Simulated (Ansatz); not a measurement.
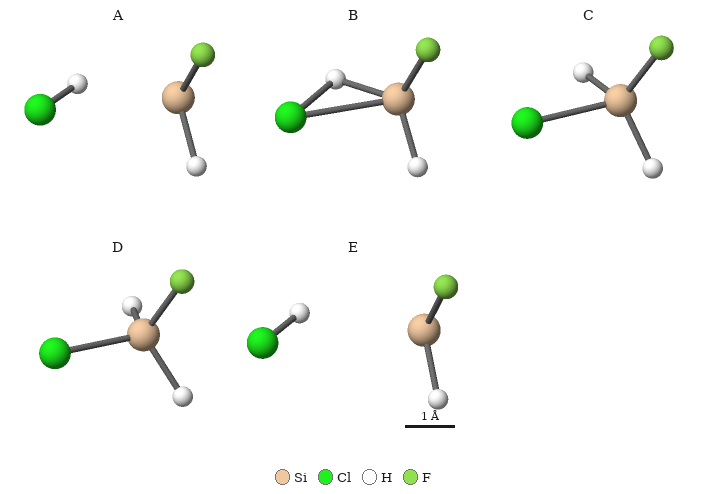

5 geometries from one relaxation of SiH2ClF, in shuffled order. A ball-and-stick model, seen at a tilt.

The run prepares an end point of a later path (reaction) calculation, from a guessed geometry.

Method: RKS LDA/def2-SVP in Ansatz. Settings: no spin polarisation; force threshold 0.03 eV/Å; at most 50 steps.

Order the frames from highest to lowest energy.

Answer. E, A, B, C, D. They are steps 0, 2, 6, 8, 13, at +3.009 eV, +2.855 eV, +2.362 eV, +0.688 eV relative to the last. The energy falls by 3.009 eV in 13 geometry steps. The largest force component goes from 0.91 to 0.021 eV/Å. The largest move after the best rigid fit is that of an H atom, 1.46 Å. Largest moves by element: H 1.46 Å, Cl 1.04 Å, Si 0.96 Å, F 0.63 Å. Among the contacts that change: Cl–H 1.342 → 2.899 Å, Cl–Si 3.320 → 2.043 Å, H–Si 2.657 → 1.497 Å, H–Si 1.559 → 1.497 Å. New bonds form, among them: Cl–Si (3.32 → 2.04 Å), H–Si (2.66 → 1.50 Å). Bonds break, among them: Cl–H (1.34 → 2.90 Å). Among the angles between lasting bonds that change: H–Si–F 97.8° → 108.3°. The run took 23 s on 1 thread of Arm Neoverse N1, on a shared host, peak memory 0.12 GiB.

Limits of the set-up: the start holds two separate molecules, 2.7 Å apart at their closest, whose relative position is a soft coordinate and is computed without a dispersion correction.
